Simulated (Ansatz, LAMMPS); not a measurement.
# Force difference against the spacing of support functions in glassy nearly rigid 77ZrO2-23SiO2 (mol %) at 1800 K (90 atoms)

Density of this cell: 4.39 g/cm³. The cell holds 90 atoms: 23 Zr, 7 Si and 60 O. Cell: a = 10.716 Å, b = 10.716 Å, c = 10.716 Å, α = 90.0°, β = 90.0°, γ = 90.0°. 90 atoms (23 Zr, 7 Si, 60 O) placed at random at 4.39 g/cm³, melted at 4000 K for 10 ps at fixed volume with the Morse and Coulomb pair potential with partial charges (Pedone, Malavasi, Menziani, Cormack and Segre, J. Phys. Chem. B 110, 11780 (2006)). Snapshot at the end of a hold of 10 ps at 1800 K and fixed volume.

Calculated with Ansatz 0.2.0: Kohn-Sham DFT, PBE, PAW (set soft_2), localised support functions (medium), with the spacing typed; the reference is Kohn-Sham DFT, PBE, PAW (set soft_2), plane waves, cutoff 420 eV, Γ point, fixed occupations, with an r.m.s. force component of 1.89 eV/Å.

| spacing (Å) | r.m.s. force difference (meV/Å) | time |
| --- | --- | --- |
| 0.165 | 1.7 | 2.1 min |
| 0.211 | 1.74 | 67 s |
| 0.238 | ? | ? |
| 0.275 | 3.6 | 61 s |
| 0.33 | 43.84 | 46 s |

Task: Fit a power law of the spacing to the rows given and interpolate to the withheld row.

**Working.**

A power law y = A x^b is a line in u = ln x and v = ln y.

```
u = ln x  v = ln y
-1.80181  0.530628
-1.55590  0.553885
-1.29098   1.28093
-1.10866   3.78062
```

With n = 4: mean u = -1.43934, mean v = 1.53652, Σ(u − ū)² = 0.27633, Σ(u − ū)(v − v̄) = 1.1833. Slope b = 1.1833 / 0.27633 = 4.2822; intercept a = v̄ − b ū = 7.7001.

At the withheld row u = -1.435, v = a + b u = 1.553, and y = exp(v).

Prediction at 0.238: 4.726 meV/Å. The run gave 1.918 meV/Å, so the fit is high by 2.8 meV/Å (146 % of the value).

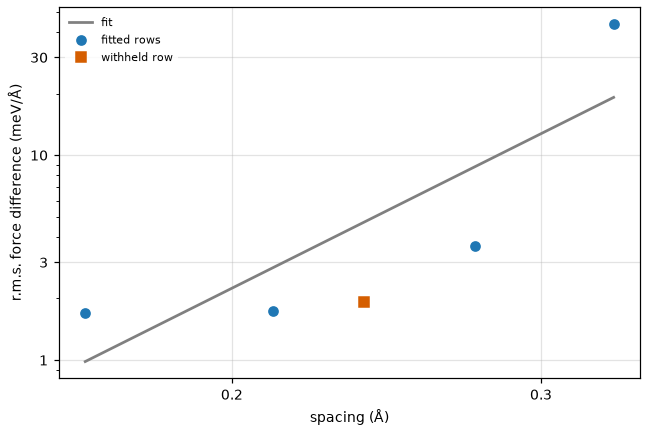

The fit, the rows that it rests on and the withheld row.

The fitted exponent is 4.3. Between neighbouring rows, the withheld one included, the exponents are 0.095, 0.81, 4.4 and 14, so one power law doesn't hold over the range: the values level off at a floor. Among the rows given, the largest relative miss of the fit is at 0.275, by 5.2 meV/Å (144 %).

Limits: The difference holds the reference's own basis error, which sets a floor under it.

[Logs are printed without paths, hosts, clocks, repeated set-up lines and the standing remarks that a program may print on its own settings, such as how far it seeks lower states.]

[Hosts, paths, dates, database ids (printed as entryN), source tags and the programs' standing remarks are cut or masked in the printed files.]
